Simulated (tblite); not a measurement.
# Geometry relaxation of C$_{4}$H$_{10}$SSeSi (part 1 of 4)

System: C$_{4}$H$_{10}$SSeSi, SMILES C=CC[Si@@H]([SeH])SC.
Method: GFN2-xTB geometry optimisation, gas phase (tblite 0.8.0).

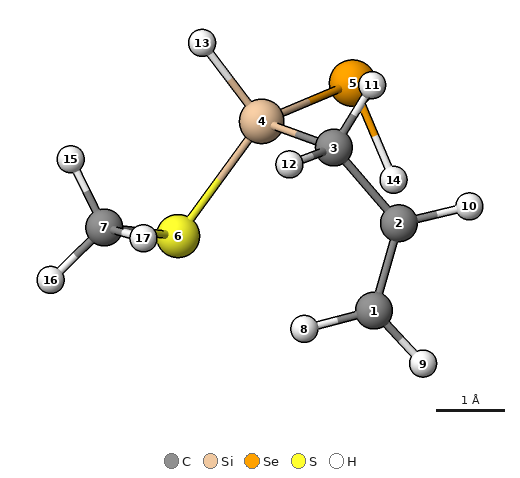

**Figure 1.** The input geometry (ball-and-stick view, seen at a tilt; atoms are numbered from 1 in the order of the input).

**Key numbers**

- outcome: converged
- total energy: −593.6673 eV
- hardware: 1 CPU thread, shared host
- wall time: 3 s
- peak memory: 0.18 GiB

**Input file**
```
{"job": {"kind": "relax", "xc": "GFN2-xTB", "basis": "xTB"}, "charge": 0, "multiplicity": 1}
C      1.911100    -0.789500    -0.625400
C      1.856400     0.283900     0.170200
C      0.791600     0.451500     1.212200
Si    -0.800800     1.110900     0.425700
Se    -0.381300     3.089900    -0.594600
S     -1.607900    -0.288400    -1.005800
C     -2.102100    -1.513200     0.238400
H      1.152700    -1.558500    -0.559500
H      2.709300    -0.892800    -1.347100
H      2.644400     1.023100     0.115700
H      1.116000     1.198600     1.957600
H      0.583600    -0.504600     1.739200
H     -1.796900     1.330100     1.506100
H      0.554400     2.391700    -1.607600
H     -2.818900    -1.057500     0.966200
H     -2.606400    -2.361800    -0.258000
H     -1.212200    -1.901400     0.782500
```

The first line tells a small driver script what to run in tblite; the rest is the geometry in Å.

Launched with:
```bash
OMP_NUM_THREADS=1 python <driver script> task.json out
```

**What the program printed**
```
step      E/eV     max force
  0    -593.38878    1.301
  1    -593.48769    0.969
  2    -593.54570    0.534
  3    -593.55874    0.197
  4    -593.56434    0.149
  5    -593.56705    0.176
  6    -593.57256    0.198
  7    -593.57635    0.176
  8    -593.57971    0.171
  9    -593.58280    0.127
 10    -593.58648    0.166
 11    -593.59006    0.146
 12    -593.59277    0.128
 13    -593.59460    0.103
 14    -593.59616    0.121
 15    -593.59743    0.091
 16    -593.59834    0.078
 17    -593.59908    0.076
 18    -593.59993    0.080
 19    -593.60092    0.093
 20    -593.60187    0.081
 21    -593.60264    0.067
 22    -593.60333    0.064
 23    -593.60406    0.066
 24    -593.60477    0.067
 25    -593.60532    0.054
 26    -593.60575    0.044
 27    -593.60623    0.053
 28    -593.60680    0.061
 29    -593.60733    0.054
 30    -593.60777    0.059
 31    -593.60823    0.053
 32    -593.60889    0.089
 33    -593.60985    0.104
 34    -593.61103    0.079
 35    -593.61219    0.090
 36    -593.61332    0.100
 37    -593.61470    0.116
 38    -593.61638    0.122
 39    -593.61788    0.077
 40    -593.61880    0.062
 41    -593.61931    0.064
 42    -593.61974    0.070
 43    -593.62018    0.049
 44    -593.62061    0.055
 45    -593.62100    0.048
 46    -593.62129    0.053
 47    -593.62154    0.045
 48    -593.62183    0.043
 49    -593.62211    0.041
 50    -593.62241    0.044
 51    -593.62269    0.048
 52    -593.62289    0.039
 53    -593.62303    0.029
 54    -593.62313    0.022
 55    -593.62323    0.027
 56    -593.62334    0.033
 57    -593.62349    0.044
 58    -593.62366    0.035
 59    -593.62384    0.035
 60    -593.62402    0.036
 61    -593.62422    0.037
 62    -593.62445    0.041
 63    -593.62471    0.038
 64    -593.62499    0.044
 65    -593.62534    0.059
 66    -593.62586    0.071
 67    -593.62658    0.068
 68    -593.62727    0.058
 69    -593.62772    0.064
 70    -593.62798    0.068
 71    -593.62842    0.057
 72    -593.62918    0.069
 73    -593.63015    0.090
 74    -593.63109    0.060
 75    -593.63167    0.068
 76    -593.63215    0.067
 77    -593.63303    0.065
 78    -593.63347    0.050
 79    -593.63372    0.080
 80    -593.63396    0.030
 81    -593.63412    0.032
 82    -593.63452    0.044
 83    -593.63488    0.056
 84    -593.63523    0.045
 85    -593.63546    0.042
 86    -593.63565    0.040
 87    -593.63585    0.053
 88    -593.63615    0.051
 89    -593.63645    0.034
 90    -593.63666    0.032
 91    -593.63679    0.031
 92    -593.63695    0.036
 93    -593.63716    0.029
 94    -593.63745    0.025
 95    -593.63777    0.029
 96    -593.63813    0.034
 97    -593.63845    0.043
 98    -593.63866    0.103
 99    -593.63918    0.062
100    -593.63971    0.041
101    -593.64044    0.036
102    -593.64134    0.043
103    -593.64182    0.079
104    -593.64250    0.109
105    -593.64291    0.062
106    -593.64348    0.050
107    -593.64434    0.087
108    -593.64533    0.069
109    -593.64604    0.064
110    -593.64638    0.052
111    -593.64656    0.026
112    -593.64669    0.028
113    -593.64694    0.030
114    -593.64712    0.035
115    -593.64738    0.045
116    -593.64767    0.048
117    -593.64809    0.048
118    -593.64872    0.064
119    -593.64955    0.069
120    -593.65030    0.060
121    -593.65085    0.058
122    -593.65136    0.062
123    -593.65200    0.076
124    -593.65269    0.079
125    -593.65289    0.115
126    -593.65325    0.096
127    -593.65363    0.053
128    -593.65393    0.037
129    -593.65441    0.055
130    -593.65546    0.068
131    -593.65600    0.042
132    -593.65649    0.044
133    -593.65672    0.039
134    -593.65688    0.035
135    -593.65701    0.027
136    -593.65710    0.021
137    -593.65717    0.022
138    -593.65725    0.022
139    -593.65736    0.025
140    -593.65748    0.027
141    -593.65762    0.024
142    -593.65781    0.028
143    -593.65807    0.039
144    -593.65839    0.043
145    -593.65873    0.033
146    -593.65903    0.029
147    -593.65928    0.031
148    -593.65951    0.032
149    -593.65971    0.029
150    -593.65987    0.044
151    -593.66000    0.033
152    -593.66011    0.033
153    -593.66026    0.024
154    -593.66038    0.028
155    -593.66060    0.031
156    -593.66081    0.036
157    -593.66097    0.025
158    -593.66106    0.020
159    -593.66112    0.019
160    -593.66117    0.016
161    -593.66122    0.017
162    -593.66125    0.014
163    -593.66128    0.012
164    -593.66131    0.017
165    -593.66136    0.023
166    -593.66142    0.022
167    -593.66151    0.025
168    -593.66163    0.032
169    -593.66179    0.041
170    -593.66198    0.047
171    -593.66219    0.042
172    -593.66237    0.031
173    -593.66261    0.039
174    -593.66286    0.054
175    -593.66322    0.045
176    -593.66342    0.039
177    -593.66363    0.031
178    -593.66373    0.033
179    -593.66380    0.033
180    -593.66383    0.051
181    -593.66395    0.021
182    -593.66400    0.017
183    -593.66406    0.015
184    -593.66410    0.014
185    -593.66414    0.015
186    -593.66416    0.013
187    -593.66418    0.013
188    -593.66420    0.014
189    -593.66421    0.014
190    -593.66424    0.012
191    -593.66428    0.016
192    -593.66434    0.020
193    -593.66443    0.021
194    -593.66454    0.020
195    -593.66464    0.023
196    -593.66473    0.020
197    -593.66482    0.022
198    -593.66499    0.031
199    -593.66526    0.043
200    -593.66560    0.067
201    -593.66597    0.065
202    -593.66639    0.039
203    -593.66658    0.042
204    -593.66675    0.033
205    -593.66695    0.028
206    -593.66716    0.017
207    -593.66722    0.022
208    -593.66726    0.017
209    -593.66729    0.012
210    -593.66730    0.008
```

**Trajectory as extended XYZ (Å, eV, eV/Å), 48 of the 211 frames kept, from step=0 to step=210**
```
17
Properties=species:S:1:pos:R:3:forces:R:3 step=0 energy=-593.38878
C     1.9111   -0.7895   -0.6254    0.0230   0.7640   0.4480
C     1.8564    0.2839    0.1702    0.1280  -1.1160  -0.1830
C     0.7916    0.4515    1.2122    0.4240  -0.0180   0.5010
Si   -0.8008    1.1109    0.4257   -0.6690   0.0180   0.1340
Se   -0.3813    3.0899   -0.5946    0.7980  -0.4440  -0.9260
S    -1.6079   -0.2884   -1.0058   -0.0540  -0.0100   0.3250
C    -2.1021   -1.5132    0.2384   -0.3290  -0.5550   0.7760
H     1.1527   -1.5585   -0.5595    0.2480   0.0480  -0.1520
H     2.7093   -0.8928   -1.3471   -0.2530  -0.1330   0.0610
H     2.6444    1.0231    0.1157   -0.2120   0.1220   0.0130
H     1.1160    1.1986    1.9576   -0.0810  -0.4310  -0.1880
H     0.5836   -0.5046    1.7392    0.2270   0.5680  -0.3220
H    -1.7969    1.3301    1.5061    0.1650   0.0200  -0.3460
H     0.5544    2.3917   -1.6076   -0.7370   0.6550   0.7720
H    -2.8189   -1.0575    0.9662    0.6400  -0.3530  -0.6230
H    -2.6064   -2.3618   -0.2580    0.3140   0.5430   0.1180
H    -1.2122   -1.9014    0.7825   -0.6320   0.3200  -0.4090
17
Properties=species:S:1:pos:R:3:forces:R:3 step=4 energy=-593.56434
C     1.9121   -0.7812   -0.6211    0.0340  -0.0930  -0.0320
C     1.8683    0.2603    0.1878    0.0440  -0.0030   0.0880
C     0.8015    0.4555    1.2150    0.0280   0.0140   0.0860
Si   -0.8168    1.1100    0.4298    0.0250   0.0470  -0.0140
Se   -0.3462    3.0706   -0.6373   -0.0630   0.0530   0.0220
S    -1.6157   -0.2945   -0.9821   -0.0500   0.0280   0.0290
C    -2.1096   -1.5279    0.2533   -0.0390  -0.0650   0.0720
H     1.1674   -1.5583   -0.5695    0.0590  -0.0560  -0.0580
H     2.6963   -0.9004   -1.3473   -0.0380  -0.0360  -0.0460
H     2.6267    1.0276    0.1173   -0.0580   0.0780   0.0250
H     1.1200    1.1833    1.9596    0.0590  -0.0600   0.0480
H     0.5950   -0.4851    1.7294    0.0350   0.0500  -0.0220
H    -1.7966    1.3368    1.4912   -0.0550   0.1090  -0.0860
H     0.5207    2.4239   -1.5733    0.0410   0.0330  -0.0690
H    -2.8019   -1.0684    0.9518   -0.0050  -0.0610   0.0260
H    -2.5982   -2.3467   -0.2611   -0.0040  -0.0030  -0.0860
H    -1.2301   -1.8933    0.7727   -0.0120  -0.0350   0.0180
17
Properties=species:S:1:pos:R:3:forces:R:3 step=9 energy=-593.58280
C     1.9234   -0.7915   -0.6161   -0.0070   0.0190  -0.0200
C     1.8796    0.2483    0.2002   -0.0760   0.0540  -0.0730
C     0.8139    0.4587    1.2281   -0.0390  -0.0460  -0.0220
Si   -0.8059    1.1235    0.4311    0.0700  -0.0200   0.0350
Se   -0.3568    3.0842   -0.6451    0.0500  -0.0270  -0.0740
S    -1.6342   -0.2879   -0.9612    0.0190   0.0020   0.0650
C    -2.1184   -1.5453    0.2635    0.0320   0.0830  -0.0910
H     1.1887   -1.5805   -0.5850    0.0230   0.0130   0.0960
H     2.6870   -0.9101   -1.3648    0.0490   0.0690   0.0230
H     2.6053    1.0479    0.1242    0.0410  -0.0710  -0.0500
H     1.1455    1.1681    1.9845    0.0240  -0.0070  -0.0120
H     0.6004   -0.4813    1.7314   -0.0580  -0.0780   0.0510
H    -1.8152    1.3814    1.4556   -0.0070   0.0840  -0.0150
H     0.5246    2.4484   -1.5878   -0.0430   0.0880   0.0210
H    -2.8099   -1.0951    0.9660   -0.0630  -0.0750   0.0420
H    -2.5982   -2.3464   -0.2868   -0.0080  -0.0250   0.0340
H    -1.2367   -1.9103    0.7783   -0.0070  -0.0630  -0.0090
17
Properties=species:S:1:pos:R:3:forces:R:3 step=13 energy=-593.59460
C     1.9303   -0.7940   -0.6175   -0.0330   0.0220  -0.0120
C     1.8694    0.2505    0.1911    0.0400  -0.0510   0.0800
C     0.8190    0.4472    1.2404   -0.0330   0.0090  -0.0270
Si   -0.7888    1.1337    0.4418   -0.0540   0.0350  -0.0070
Se   -0.3599    3.0918   -0.6596   -0.0090  -0.0110   0.0530
S    -1.6405   -0.2766   -0.9372    0.0220  -0.0060   0.0080
C    -2.1235   -1.5505    0.2644   -0.0250  -0.0690   0.0460
H     1.2101   -1.5948   -0.5714    0.0120  -0.0070   0.0480
H     2.6924   -0.8983   -1.3708    0.0100   0.0510   0.0360
H     2.5997    1.0462    0.1155   -0.0260  -0.0110  -0.0560
H     1.1685    1.1510    1.9964   -0.0180  -0.0590  -0.0350
H     0.5906   -0.4946    1.7425    0.0270   0.0260  -0.0520
H    -1.8271    1.4376    1.4232    0.0380   0.0540   0.0470
H     0.5251    2.4840   -1.6034    0.0380   0.0060  -0.0640
H    -2.8264   -1.1369    0.9811    0.0070   0.0120  -0.0190
H    -2.5979   -2.3477   -0.2967   -0.0160  -0.0090  -0.0290
H    -1.2479   -1.9365    0.7762    0.0200   0.0090  -0.0170
17
Properties=species:S:1:pos:R:3:forces:R:3 step=18 energy=-593.59993
C     1.9291   -0.7944   -0.6162    0.0270  -0.0370   0.0230
C     1.8703    0.2448    0.1969   -0.0380   0.0560  -0.0200
C     0.8166    0.4431    1.2389   -0.0370   0.0150   0.0000
Si   -0.7924    1.1435    0.4462    0.0460  -0.0350   0.0020
Se   -0.3569    3.0939   -0.6599    0.0560   0.0000  -0.0410
S    -1.6414   -0.2777   -0.9233   -0.0190  -0.0160   0.0060
C    -2.1289   -1.5650    0.2690    0.0270   0.0470  -0.0590
H     1.2230   -1.6058   -0.5552    0.0120  -0.0220  -0.0090
H     2.6960   -0.8814   -1.3654   -0.0040  -0.0270  -0.0150
H     2.5907    1.0459    0.1000   -0.0130   0.0310   0.0030
H     1.1736    1.1347    1.9993   -0.0240   0.0190   0.0250
H     0.5880   -0.5002    1.7345   -0.0200  -0.0210  -0.0290
H    -1.8220    1.4798    1.4245    0.0250   0.0250   0.0610
H     0.5304    2.5052   -1.6228   -0.0330   0.0190   0.0220
H    -2.8325   -1.1539    0.9847   -0.0040   0.0020   0.0130
H    -2.6016   -2.3516   -0.3077   -0.0090  -0.0290   0.0020
H    -1.2488   -1.9488    0.7725    0.0060  -0.0290   0.0170
17
Properties=species:S:1:pos:R:3:forces:R:3 step=22 energy=-593.60333
C     1.9347   -0.8005   -0.6059   -0.0050   0.0430  -0.0190
C     1.8622    0.2507    0.1921    0.0000  -0.0180   0.0100
C     0.8110    0.4427    1.2384   -0.0050  -0.0110  -0.0060
Si   -0.7947    1.1461    0.4496   -0.0090   0.0460  -0.0120
Se   -0.3430    3.0969   -0.6628   -0.0200  -0.0030   0.0360
S    -1.6452   -0.2806   -0.9181    0.0060   0.0640   0.0000
C    -2.1289   -1.5724    0.2656   -0.0070  -0.0140   0.0250
H     1.2352   -1.6190   -0.5449    0.0440   0.0140   0.0180
H     2.6964   -0.8765   -1.3622    0.0020  -0.0510   0.0010
H     2.5787    1.0557    0.0890   -0.0500   0.0190  -0.0010
H     1.1656    1.1283    2.0070   -0.0240  -0.0300  -0.0090
H     0.5803   -0.5092    1.7174   -0.0050   0.0110   0.0040
H    -1.8033    1.5137    1.4451    0.0510  -0.0230  -0.0240
H     0.5308    2.5194   -1.6371    0.0110  -0.0340  -0.0200
H    -2.8321   -1.1636    0.9847    0.0100  -0.0160  -0.0060
H    -2.6045   -2.3582   -0.3127    0.0170   0.0110   0.0190
H    -1.2504   -1.9618    0.7709   -0.0170  -0.0080  -0.0170
17
Properties=species:S:1:pos:R:3:forces:R:3 step=27 energy=-593.60623
C     1.9405   -0.7993   -0.6036    0.0150  -0.0300   0.0010
C     1.8557    0.2538    0.1898    0.0010   0.0160   0.0060
C     0.8048    0.4373    1.2360   -0.0240  -0.0080  -0.0040
Si   -0.7926    1.1592    0.4493    0.0410  -0.0340   0.0020
Se   -0.3323    3.1022   -0.6623    0.0280   0.0160  -0.0400
S    -1.6527   -0.2690   -0.9079   -0.0320  -0.0190   0.0080
C    -2.1293   -1.5786    0.2655    0.0100   0.0320  -0.0170
H     1.2594   -1.6307   -0.5277   -0.0130  -0.0100   0.0330
H     2.6996   -0.8851   -1.3606    0.0250   0.0220  -0.0080
H     2.5512    1.0749    0.0784   -0.0080   0.0220  -0.0170
H     1.1551    1.1129    2.0147    0.0140  -0.0140  -0.0090
H     0.5687   -0.5174    1.7051   -0.0150  -0.0130   0.0000
H    -1.7767    1.5433    1.4563   -0.0300  -0.0080   0.0210
H     0.5305    2.5256   -1.6530   -0.0300  -0.0160   0.0300
H    -2.8324   -1.1794    0.9876   -0.0140   0.0090   0.0290
H    -2.6033   -2.3609   -0.3170   -0.0080   0.0100  -0.0320
H    -1.2533   -1.9770    0.7654    0.0400   0.0240  -0.0020
17
Properties=species:S:1:pos:R:3:forces:R:3 step=31 energy=-593.60823
C     1.9476   -0.8018   -0.6010    0.0230   0.0040   0.0480
C     1.8528    0.2562    0.1858   -0.0190  -0.0070  -0.0030
C     0.7999    0.4291    1.2323    0.0070   0.0100   0.0070
Si   -0.7889    1.1637    0.4480   -0.0470   0.0210   0.0080
Se   -0.3213    3.1094   -0.6664   -0.0190  -0.0320   0.0320
S    -1.6655   -0.2619   -0.9033   -0.0060   0.0470  -0.0190
C    -2.1283   -1.5768    0.2658   -0.0070  -0.0010   0.0040
H     1.2726   -1.6375   -0.5059    0.0390  -0.0050  -0.0060
H     2.7078   -0.8869   -1.3585   -0.0250   0.0140   0.0100
H     2.5289    1.0936    0.0674   -0.0060  -0.0280  -0.0200
H     1.1488    1.0996    2.0155    0.0250  -0.0090   0.0080
H     0.5560   -0.5262    1.6976    0.0180  -0.0060  -0.0310
H    -1.7624    1.5502    1.4682   -0.0100  -0.0110  -0.0220
H     0.5244    2.5158   -1.6564    0.0100  -0.0270  -0.0210
H    -2.8317   -1.1850    0.9940    0.0250  -0.0150   0.0030
H    -2.6018   -2.3550   -0.3245    0.0050   0.0130   0.0140
H    -1.2459   -1.9746    0.7576   -0.0110   0.0320  -0.0140
17
Properties=species:S:1:pos:R:3:forces:R:3 step=36 energy=-593.61332
C     1.9805   -0.8144   -0.5694   -0.0610  -0.0050  -0.0790
C     1.8331    0.2641    0.1772    0.0090   0.0140  -0.0090
C     0.7847    0.4128    1.2274    0.0050   0.0130   0.0010
Si   -0.7946    1.1853    0.4550    0.0400  -0.0350   0.0490
Se   -0.2949    3.1108   -0.6698    0.0160  -0.0080  -0.0240
S    -1.7133   -0.2163   -0.8895   -0.0300  -0.0050   0.0270
C    -2.1281   -1.5668    0.2614    0.0150   0.0380  -0.0290
H     1.3426   -1.6733   -0.4424    0.0490  -0.0680   0.0110
H     2.7195   -0.8777   -1.3478    0.0380  -0.0170   0.0080
H     2.4591    1.1323    0.0187    0.0150   0.0030   0.0050
H     1.1516    1.0502    2.0295   -0.0430   0.0100   0.0310
H     0.5312   -0.5575    1.6549    0.0220   0.0170   0.0000
H    -1.7398    1.5859    1.4893   -0.0770   0.0230   0.0330
H     0.5082    2.4848   -1.6801   -0.0190   0.0000   0.0110
H    -2.8211   -1.2173    1.0196   -0.0080   0.0490  -0.0240
H    -2.5972   -2.3349   -0.3436   -0.0010  -0.0270   0.0220
H    -1.2287   -1.9560    0.7258    0.0280  -0.0030  -0.0320
```
